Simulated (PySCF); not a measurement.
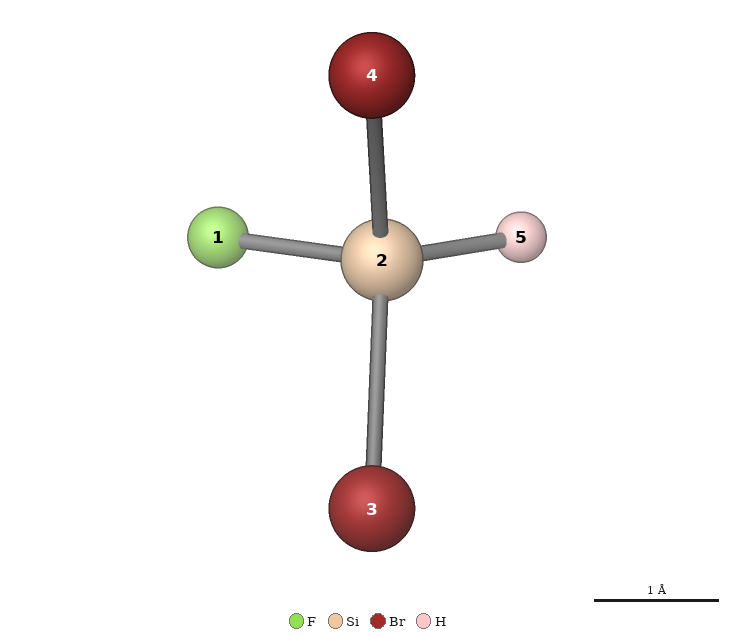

Orthographic view. Depth is shown by fading: the farther an atom, the more it takes the colour of the background. The geometry was computed by an optimisation with GFN2-xTB. No frequency run is at hand to confirm it as a minimum.

Give the geometry as a Z-matrix, atoms in numerical order, with these reference atoms: 2 to 1; 3 to 2, 1; 4 to 2, 1, 3; 5 to 2, 1, 4.

```
F  
Si   1   1.592
Br   2   2.188   1   106.6
Br   2   2.188   1   106.6   3  -117.5
H    2   1.435   1   108.1   4  -121.3
```
